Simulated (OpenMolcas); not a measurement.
Pm³⁺ complex: multiconfigurational calculation (part 2 of 2)

The same run, continued: Pm³⁺ with 8 ligands (F; cube, 2.4 Å), neutralised by 8 outer point charges of +0.62 e, whose field is part of the energies. Method: state-averaged CASSCF, active space 4 electrons in the shell 4f, basis ANO-RCC-VTZP on the metal and ANO-RCC-VDZP on the ligands, DKH2 scalar Hamiltonian, spin-orbit coupling by RASSI with atomic mean-field integrals (OpenMolcas).

**The program's output (extracts), continued**
```
--- RASSI ---
SPIN-FREE ENERGIES:
  (Shifted by EMIN (a.u.) =     -10810.6953636638)

 SF State       Relative EMIN(au)   Rel lowest level(eV)    D:o, cm**(-1)

     1             0.0000000000        0.0000000000              0.0000
     2             0.0000000000        0.0000000000              0.0000
     3             0.0000000000        0.0000000000              0.0000
     4             0.0004824996        0.0131294832            105.8964
     5             0.0004824996        0.0131294832            105.8964
     6             0.0024604730        0.0669528825            540.0114
     7             0.0024604730        0.0669528825            540.0114
     8             0.0024604730        0.0669528825            540.0114
     9             0.0027551346        0.0749710305            604.6821
    10             0.0028231505        0.0768218396            619.6099
    11             0.0028231505        0.0768218396            619.6099
    12             0.0028231505        0.0768218396            619.6099
    13             0.0035544177        0.0967206338            780.1045
    14             0.0698745313        1.9013828602          15335.6870
    15             0.0698745313        1.9013828602          15335.6870
    16             0.0698745313        1.9013828602          15335.6870
    17             0.0700609418        1.9064553477          15376.5994
    18             0.0700609418        1.9064553477          15376.5994
    19             0.0700609418        1.9064553477          15376.5994
    20             0.0702210064        1.9108109288          15411.7295
    21             0.0723357458        1.9683559188          15875.8611
    34             0.0832174357        2.2644617862          18264.1160
    35             0.0832174357        2.2644617862          18264.1160
    36             0.0832174357        2.2644617862          18264.1160
    37             0.0832627103        2.2656937685          18274.0526
    38             0.0832627103        2.2656937685          18274.0526
    39             0.0832718325        2.2659419978          18276.0547
    40             0.0832718325        2.2659419978          18276.0547
    41             0.0832718325        2.2659419978          18276.0547
    42             0.0832901004        2.2664390922          18280.0641
    43             0.0835021011        2.2722079253          18326.5929
    44             0.0835021011        2.2722079253          18326.5929
    45             0.0835021011        2.2722079253          18326.5929
    46             0.0836512093        2.2762653668          18359.3183
    47             0.0836512093        2.2762653668          18359.3183
    48             0.0836512093        2.2762653668          18359.3183
    49             0.1049065759        2.8546533556          23024.3321
    50             0.1049065759        2.8546533556          23024.3321
    51             0.1049065759        2.8546533556          23024.3321
    52             0.1060743467        2.8864300199          23280.6281
Eigenvalues of complex Hamiltonian:
   -----------------------------------
  (Shifted by EMIN (a.u.) =     -10810.6953636638)

 SO State       Relative EMIN(au)   Rel lowest level(eV)    D:o, cm**(-1)

     1            -0.0193623688        0.0000000000              0.0000
     2            -0.0183775379        0.0267986145            216.1454
     3            -0.0183775379        0.0267986145            216.1454
     4            -0.0183775379        0.0267986157            216.1454
     5            -0.0176611415        0.0462927535            373.3762
     6            -0.0176611415        0.0462927527            373.3762
     7            -0.0176611416        0.0462927519            373.3762
     8            -0.0173447853        0.0549012447            442.8084
     9            -0.0173447853        0.0549012448            442.8084
    10            -0.0111808606        0.2226301802           1795.6335
    11            -0.0111808606        0.2226301798           1795.6335
    12            -0.0111808606        0.2226301796           1795.6335
    13            -0.0106852934        0.2361152495           1904.3979
    14            -0.0106852934        0.2361152497           1904.3979
    15            -0.0106852935        0.2361152492           1904.3979
    16            -0.0106124470        0.2380975035           1920.3859
    17            -0.0106124469        0.2380975047           1920.3859
    18            -0.0105539253        0.2396899591           1933.2299
    19            -0.0105539253        0.2396899592           1933.2299
    20            -0.0105539253        0.2396899593           1933.2299
    21            -0.0034067051        0.4341757287           3501.8634
    22            -0.0031491481        0.4411842117           3558.3906
    23            -0.0031491481        0.4411842107           3558.3906
    24            -0.0031491481        0.4411842104           3558.3906
    25            -0.0028445006        0.4494740926           3625.2530
    26            -0.0028445006        0.4494740921           3625.2530
    27            -0.0027730177        0.4514192414           3640.9417
    28            -0.0027730177        0.4514192420           3640.9417
    29            -0.0027730177        0.4514192417           3640.9417
    30            -0.0026672809        0.4542964867           3664.1483
    31            -0.0025977819        0.4561876502           3679.4015
    32            -0.0025977819        0.4561876501           3679.4015
    33            -0.0025977819        0.4561876500           3679.4015
    34             0.0053423374        0.6722493041           5422.0563
    35             0.0053423374        0.6722493031           5422.0563
    36             0.0053423374        0.6722493035           5422.0563
    37             0.0054315575        0.6746771051           5441.6378
    38             0.0054315575        0.6746771050           5441.6378
    39             0.0054315575        0.6746771052           5441.6378
    40             0.0055337643        0.6774582941           5464.0696
    41             0.0056641102        0.6810051861           5492.6773
Weights of the five most important spin-orbit-free states for each spin-orbit state.

 SO State  Total energy (au)           Spin-free states, spin, and weights
 -------------------------------------------------------------------------------------------------------
    1        -0.019362       5 2.0  0.2002    4 2.0  0.2002    3 2.0  0.1835    2 2.0  0.1835    1 2.0  0.1835
    2        -0.018378       3 2.0  0.2577    5 2.0  0.2060   12 2.0  0.1079    1 2.0  0.0765    4 2.0  0.0692
    3        -0.018378       2 2.0  0.2545    5 2.0  0.2003   11 2.0  0.0852    1 2.0  0.0758    4 2.0  0.0749
    4        -0.018378       4 2.0  0.2687    1 2.0  0.2427   10 2.0  0.0822    2 2.0  0.0797    3 2.0  0.0726
    5        -0.017661       8 2.0  0.2031    7 2.0  0.1629    9 2.0  0.1363    3 2.0  0.1223    2 2.0  0.0979
    6        -0.017661       6 2.0  0.2219    9 2.0  0.1363    2 2.0  0.1203    3 2.0  0.0975    8 2.0  0.0906
    7        -0.017661       1 2.0  0.1592    7 2.0  0.1496    6 2.0  0.1441    9 2.0  0.1363    8 2.0  0.1024
    8        -0.017345      12 2.0  0.1541   13 2.0  0.1401   11 2.0  0.1078    7 2.0  0.1009    4 2.0  0.0964
    9        -0.017345      10 2.0  0.1565   13 2.0  0.1401   11 2.0  0.1031    4 2.0  0.0964    5 2.0  0.0964
   10        -0.011181       4 2.0  0.2301    6 2.0  0.1385    3 2.0  0.1034    9 2.0  0.0878    5 2.0  0.0855
   11        -0.011181       4 2.0  0.1870    5 2.0  0.1287    2 2.0  0.1040    8 2.0  0.0948    9 2.0  0.0878
   12        -0.011181       5 2.0  0.2593    7 2.0  0.1146    9 2.0  0.0878    2 2.0  0.0836    3 2.0  0.0784
```

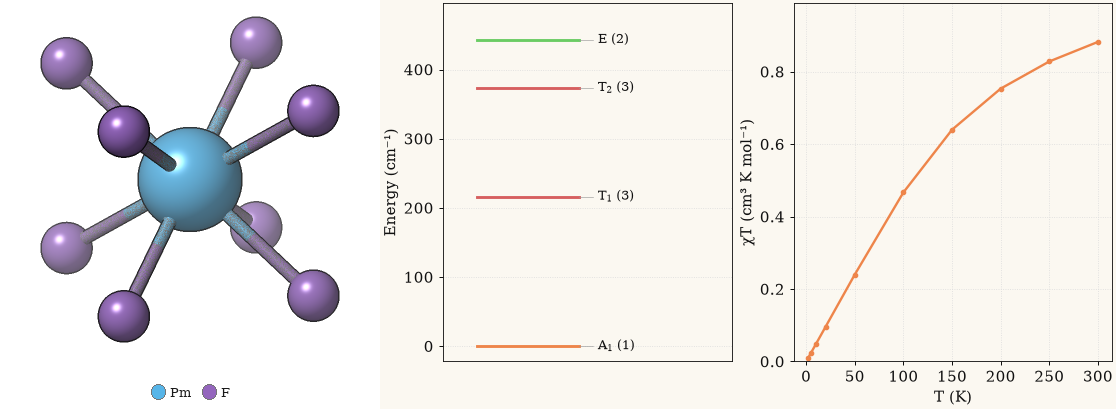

**Figure 1.** Pm³⁺ (4f⁴) with 8 ligands, F⁻, at 2.4 Å (arrangement: cube, Oh), neutralised by outer point charges of +0.62 e, and its levels and susceptibility. Labels give the representation in O, Td, D4 or D3 as the site allows (double group for half-integer spin) where it could be assigned and, in brackets, the degeneracy; spin-free states, where drawn, share the zero of the spin-orbit levels. Powder susceptibility by Van Vleck's formula. The ground level is A₁, non-degenerate, 98 % from states of spin multiplicity 5 (of the 210 states of multiplicity 3, 106 enter the spin-orbit step), effective J = 4.01, with |mJ| = 0 the largest share (58 %). The next level lies at 216 cm⁻¹ (T₁). The lowest J multiplet spreads over 443 cm⁻¹. χT is 0.00961 cm³ K mol⁻¹ at 2 K and 0.882 at 300 K, an effective moment of 2.66 μB. The active orbitals hold 99 to 100 % metal character (Löwdin), and the Mulliken charge of the metal is +2.40.

**Summary**

| quantity | value |
| --- | --- |
| outcome | converged |
| energy of the lowest spin-free term | −10810.69536 hartree |
| energy of the lowest spin-orbit level | −10810.71473 hartree |
| largest spread among components of a term | 0.0 cm⁻¹ |
| wall time | 2.7 min |
| peak memory | 0.65 GiB |

**Notes**

Without dynamic correlation the splittings between terms come out too large, often by 20 to 50 %. Caveats: high states of lower spin left out of the spin-orbit mixing; distances are set from ionic radii, not optimised; spin-free states above about 39,000 cm⁻¹ are left out of the spin-orbit step.
